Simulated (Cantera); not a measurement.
Input: 1 mol SiH2Cl2, 4.5 mol H2, held at 0.00140 bar.

Cantera equilibrium calculation (NASA polynomials, part measured and part estimated; ideal gas, pure solids and liquids). Candidate condensed phases: Si; 19 gas species. The tables' values for SiCl, SiCl3 are old estimates; treat these amounts as uncertain. Gases not in the tables: Si2H6 and higher silanes. Equilibrium is a limit: real reactors are often held back by kinetics, nucleation or transport.

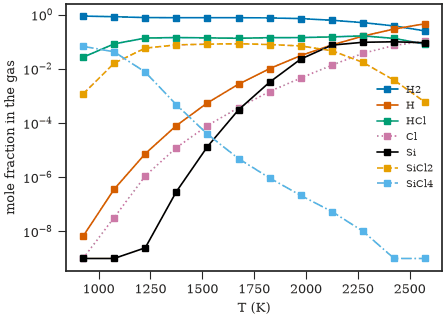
*Equilibrium gas composition (values under 1e-9 drawn at 1e-9)*

From 925 K to 1675 K the condensed part is Si(s). From 1825 K to 1975 K the condensed part is Si(l). From 2125 K to 2575 K nothing is condensed. The main Si-bearing gas is SiCl4 at 925 K and Si at 2575 K.
